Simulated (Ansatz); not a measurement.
Geometry relaxation, with input and output: C4H7ClO (part 2 of 2)

The same run, continued: C4H7ClO; RKS PBE/6-31G* (Ansatz 0.2.0). It belongs to a series of runs on one base structure; here: end point A relaxed.

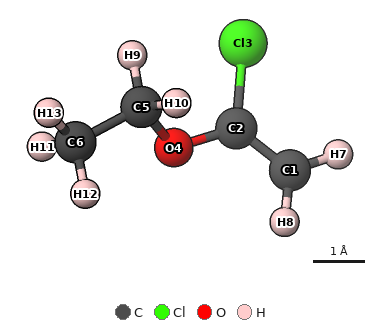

Fig. 1: The geometry at step 10 of the log (ball-and-stick view, seen at a tilt; atoms are numbered from 1 in the order of the input).

### Trajectory as extended XYZ, continued
```
13
Properties=species:S:1:pos:R:3:forces:R:3 step=5 energy=-18817.44789
C     0.5745   -2.5203   -0.3748   -0.0508  -0.0980   0.0706
C     0.8708   -1.2426   -0.0912    0.0967   0.0236  -0.0811
Cl    2.4270   -0.8255    0.6991   -0.1512  -0.0455  -0.0912
O     0.0956   -0.2091   -0.4772    0.1080   0.0166   0.1174
C    -0.0391    0.9291    0.4134   -0.0478   0.0267  -0.0241
C    -1.1486    1.7973   -0.1534   -0.0657   0.0435  -0.0123
H     1.2758   -3.3293   -0.1704    0.0012   0.0452   0.0112
H    -0.3927   -2.7558   -0.8289    0.0627   0.0468   0.0127
H     0.9227    1.4729    0.4469   -0.0265  -0.0268   0.0111
H    -0.2771    0.5797    1.4370    0.0110  -0.0190  -0.0627
H    -0.9188    2.1010   -1.1899    0.0087  -0.0190   0.0678
H    -2.1130    1.2591   -0.1558    0.0670   0.0351   0.0066
H    -1.2564    2.7088    0.4601   -0.0133  -0.0292  -0.0259
13
Properties=species:S:1:pos:R:3:forces:R:3 step=6 energy=-18817.45473
C     0.5633   -2.5138   -0.3402   -0.0766   0.0796   0.0114
C     0.8847   -1.2288   -0.1174    0.1589  -0.1033  -0.0661
Cl    2.4777   -0.8132    0.6048   -0.1559  -0.0289  -0.0628
O     0.1233   -0.1921   -0.5128    0.0294   0.0555   0.1288
C    -0.0507    0.9158    0.4143   -0.0159  -0.0256   0.0549
C    -1.1451    1.8005   -0.1559   -0.0720   0.0318  -0.0205
H     1.2625   -3.3210   -0.1323    0.0477  -0.0125   0.0311
H    -0.4141   -2.7527   -0.7686    0.0316   0.0385   0.0266
H     0.9091    1.4598    0.5038   -0.0685  -0.0455  -0.0018
H    -0.3224    0.5206    1.4160    0.0355   0.0292  -0.1433
H    -0.8826    2.1401   -1.1733    0.0018  -0.0151   0.0663
H    -2.1075    1.2601   -0.2082    0.0840   0.0391   0.0080
H    -1.2776    2.6902    0.4849    0.0001  -0.0430  -0.0326
13
Properties=species:S:1:pos:R:3:forces:R:3 step=7 energy=-18817.45920
C     0.5572   -2.5058   -0.3174   -0.0619   0.0068  -0.0112
C     0.8982   -1.2208   -0.1417    0.1569   0.0081   0.0100
Cl    2.5110   -0.8030    0.5314   -0.1094  -0.0217  -0.0434
O     0.1394   -0.1822   -0.5340   -0.0257   0.0593   0.0657
C    -0.0612    0.9038    0.4149    0.0330  -0.0661   0.0717
C    -1.1417    1.8024   -0.1581   -0.0501   0.0321  -0.0369
H     1.2560   -3.3124   -0.1037    0.0279  -0.0204   0.0144
H    -0.4331   -2.7448   -0.7132    0.0158   0.0190   0.0163
H     0.8960    1.4448    0.5453   -0.0751  -0.0447  -0.0097
H    -0.3570    0.4772    1.3962    0.0295   0.0481  -0.1181
H    -0.8502    2.1727   -1.1571   -0.0147  -0.0184   0.0698
H    -2.1000    1.2612   -0.2525    0.0725   0.0386   0.0038
H    -1.2941    2.6723    0.5050    0.0013  -0.0407  -0.0325
13
Properties=species:S:1:pos:R:3:forces:R:3 step=8 energy=-18817.46196
C     0.5550   -2.5022   -0.2986    0.0026   0.1212   0.0036
C     0.9104   -1.2141   -0.1595    0.0488  -0.1024   0.0112
Cl    2.5382   -0.7901    0.4608   -0.0485  -0.0143  -0.0178
O     0.1448   -0.1773   -0.5447   -0.0484   0.0221   0.0096
C    -0.0733    0.8913    0.4181    0.0392  -0.0350   0.0218
C    -1.1371    1.8062   -0.1608   -0.0116   0.0186  -0.0266
H     1.2566   -3.3078   -0.0857    0.0008  -0.0074  -0.0017
H    -0.4481   -2.7415   -0.6611    0.0291   0.0144   0.0165
H     0.8812    1.4257    0.5808   -0.0344  -0.0220  -0.0053
H    -0.3914    0.4464    1.3811    0.0033   0.0212  -0.0394
H    -0.8174    2.2026   -1.1401   -0.0139  -0.0153   0.0458
H    -2.0909    1.2684   -0.2956    0.0338   0.0221  -0.0002
H    -1.3075    2.6577    0.5203   -0.0009  -0.0233  -0.0176
13
Properties=species:S:1:pos:R:3:forces:R:3 step=9 energy=-18817.46337
C     0.5566   -2.4983   -0.2825    0.0347   0.0594   0.0045
C     0.9169   -1.2101   -0.1728    0.0088  -0.0371   0.0143
Cl    2.5568   -0.7750    0.4002   -0.0213  -0.0083  -0.0127
O     0.1384   -0.1792   -0.5505   -0.0243  -0.0052  -0.0057
C    -0.0856    0.8778    0.4211    0.0086   0.0074   0.0012
C    -1.1311    1.8109   -0.1634    0.0070   0.0089  -0.0150
H     1.2642   -3.3013   -0.0778   -0.0142  -0.0099  -0.0023
H    -0.4563   -2.7397   -0.6124    0.0105  -0.0018   0.0015
H     0.8695    1.4018    0.6086   -0.0161  -0.0129  -0.0021
H    -0.4255    0.4229    1.3709   -0.0021   0.0071  -0.0059
H    -0.7859    2.2270   -1.1250   -0.0106  -0.0110   0.0291
H    -2.0833    1.2812   -0.3334    0.0227   0.0138   0.0028
H    -1.3141    2.6475    0.5320   -0.0038  -0.0103  -0.0098
13
Properties=species:S:1:pos:R:3:forces:R:3 step=10 energy=-18817.46379
C     0.5644   -2.5003   -0.2711    0.0054  -0.0112   0.0123
C     0.9168   -1.2100   -0.1759   -0.0342   0.0079  -0.0577
Cl    2.5658   -0.7593    0.3395    0.0470   0.0193   0.0398
O     0.1207   -0.1882   -0.5463   -0.0172  -0.0112  -0.0092
C    -0.1007    0.8670    0.4264   -0.0005   0.0215   0.0020
C    -1.1242    1.8200   -0.1653    0.0125  -0.0140  -0.0108
H     1.2786   -3.2985   -0.0699   -0.0093  -0.0030  -0.0174
H    -0.4518   -2.7498   -0.5840   -0.0014  -0.0073   0.0185
H     0.8586    1.3762    0.6300    0.0022  -0.0025   0.0018
H    -0.4600    0.4123    1.3687   -0.0062  -0.0004   0.0097
H    -0.7563    2.2460   -1.1133   -0.0034  -0.0040   0.0094
H    -2.0773    1.3022   -0.3618    0.0054   0.0062   0.0007
H    -1.3140    2.6478    0.5380   -0.0002  -0.0011   0.0008
13
Properties=species:S:1:pos:R:3:forces:R:3 step=11 energy=-18817.46410
C     0.5745   -2.5037   -0.2632   -0.0169  -0.0302  -0.0008
C     0.9163   -1.2093   -0.1917   -0.0886   0.0402   0.0146
Cl    2.5657   -0.7331    0.3014    0.0439   0.0037  -0.0089
O     0.0960   -0.1994   -0.5474    0.0457  -0.0344   0.0054
C    -0.1160    0.8540    0.4291   -0.0219   0.0474   0.0047
C    -1.1155    1.8301   -0.1669    0.0063  -0.0375  -0.0012
H     1.2999   -3.2952   -0.0766   -0.0014   0.0049  -0.0055
H    -0.4505   -2.7658   -0.5370    0.0260   0.0020  -0.0077
H     0.8497    1.3448    0.6465   -0.0028  -0.0038   0.0001
H    -0.4942    0.4004    1.3652    0.0018  -0.0020  -0.0047
H    -0.7262    2.2645   -1.1017    0.0062   0.0008  -0.0057
H    -2.0717    1.3282   -0.3874   -0.0012   0.0035   0.0007
H    -1.3076    2.6498    0.5448    0.0028   0.0054   0.0089
13
Properties=species:S:1:pos:R:3:forces:R:3 step=12 energy=-18817.46440
C     0.5718   -2.5040   -0.2611    0.0165   0.0112  -0.0116
C     0.9144   -1.2095   -0.1839   -0.0237   0.0134  -0.0343
Cl    2.5716   -0.7369    0.3010   -0.0243  -0.0102  -0.0058
O     0.0992   -0.1980   -0.5435    0.0335  -0.0299   0.0341
C    -0.1156    0.8569    0.4315   -0.0150   0.0252   0.0053
C    -1.1165    1.8285   -0.1681    0.0036  -0.0067   0.0033
H     1.2992   -3.2959   -0.0852   -0.0022  -0.0012   0.0147
H    -0.4510   -2.7652   -0.5421    0.0075   0.0023   0.0028
H     0.8492    1.3499    0.6486   -0.0037  -0.0061  -0.0021
H    -0.4935    0.4038    1.3681    0.0033   0.0027  -0.0096
H    -0.7276    2.2595   -1.1052   -0.0005  -0.0032   0.0055
H    -2.0727    1.3252   -0.3859    0.0049   0.0045   0.0020
H    -1.3081    2.6513    0.5408    0.0000  -0.0021  -0.0044
13
Properties=species:S:1:pos:R:3:forces:R:3 step=13 energy=-18817.46427 accepted=F
C     0.5760   -2.5065   -0.2639   -0.0161  -0.0154  -0.0039
C     0.9089   -1.2099   -0.1896    0.0721  -0.0234   0.0551
Cl    2.5676   -0.7315    0.2876    0.0006  -0.0043   0.0012
O     0.0904   -0.2021   -0.5375   -0.0704   0.0727  -0.0358
C    -0.1210    0.8571    0.4363    0.0503  -0.0492   0.0173
C    -1.1132    1.8318   -0.1674   -0.0227   0.0237  -0.0226
H     1.3074   -3.2930   -0.0813    0.0059   0.0019  -0.0108
H    -0.4456   -2.7753   -0.5406   -0.0066  -0.0037   0.0050
H     0.8485    1.3406    0.6546   -0.0188   0.0042  -0.0019
H    -0.5036    0.4058    1.3715    0.0018   0.0015  -0.0009
H    -0.7187    2.2574   -1.1043   -0.0015   0.0025  -0.0022
H    -2.0706    1.3323   -0.3872   -0.0064   0.0013  -0.0033
H    -1.3055    2.6587    0.5368    0.0119  -0.0117   0.0027
13
Properties=species:S:1:pos:R:3:forces:R:3 step=14 energy=-18817.46459
C     0.5747   -2.5055   -0.2634   -0.0039  -0.0017   0.0006
C     0.9119   -1.2098   -0.1866    0.0038   0.0014  -0.0013
Cl    2.5688   -0.7345    0.2947   -0.0008  -0.0007   0.0000
O     0.0941   -0.2001   -0.5405   -0.0018   0.0004   0.0033
C    -0.1185    0.8566    0.4338    0.0043  -0.0041   0.0006
C    -1.1150    1.8304   -0.1680   -0.0039   0.0014  -0.0023
H     1.3041   -3.2946   -0.0834    0.0014   0.0016   0.0000
H    -0.4480   -2.7707   -0.5403    0.0008  -0.0010  -0.0008
H     0.8481    1.3453    0.6513   -0.0019   0.0013   0.0001
H    -0.4987    0.4048    1.3697   -0.0002   0.0007  -0.0011
H    -0.7232    2.2589   -1.1048    0.0008  -0.0004  -0.0002
H    -2.0723    1.3300   -0.3866   -0.0004   0.0010   0.0001
H    -1.3055    2.6547    0.5392    0.0017   0.0002   0.0011
```

The run was set up as follows.

### Input file
```yaml
crystal:
  periodic: [false, false, false]
  atoms:
    - { symbol: C, position_ang: [0.655, -2.561, -0.4163] }
    - { symbol: C, position_ang: [0.8269, -1.2653, -0.0241] }
    - { symbol: Cl, position_ang: [2.2026, -0.9514, 0.9313] }
    - { symbol: O, position_ang: [0.0243, -0.2635, -0.4237] }
    - { symbol: C, position_ang: [-0.013, 0.9221, 0.328] }
    - { symbol: C, position_ang: [-1.1574, 1.8301, -0.1208] }
    - { symbol: H, position_ang: [1.2941, -3.3303, -0.1559] }
    - { symbol: H, position_ang: [-0.2159, -2.7296, -1.0522] }
    - { symbol: H, position_ang: [0.9373, 1.4705, 0.2247] }
    - { symbol: H, position_ang: [-0.14, 0.7101, 1.4355] }
    - { symbol: H, position_ang: [-1.0723, 2.0376, -1.1663] }
    - { symbol: H, position_ang: [-2.0987, 1.3144, 0.0327] }
    - { symbol: H, position_ang: [-1.2224, 2.7817, 0.4221] }
basis:
  gaussian: { orbitals: "6-31G*" }
hamiltonian:
  xc: pbe
relax:
  f_tol: 0.02
  max_steps: 50
```

Command:
```bash
ansatz run input.yaml --threads 2 --pin off --max-ram 3072MiB --backend cpu --events-out ev --progress --plain --runs-dir out
```

### Key numbers

```csv
quantity,value
outcome,converged
total energy,−18817.4646 eV
mean-field energy,−18817.4646 eV
largest force (length of the vector) at the end,0.006 eV/Å
hardware,"2 threads of Arm Neoverse V2, 24 GiB of memory available, shared host"
wall time,35 s (CPU time 68 s)
peak memory,0.15 GiB
```
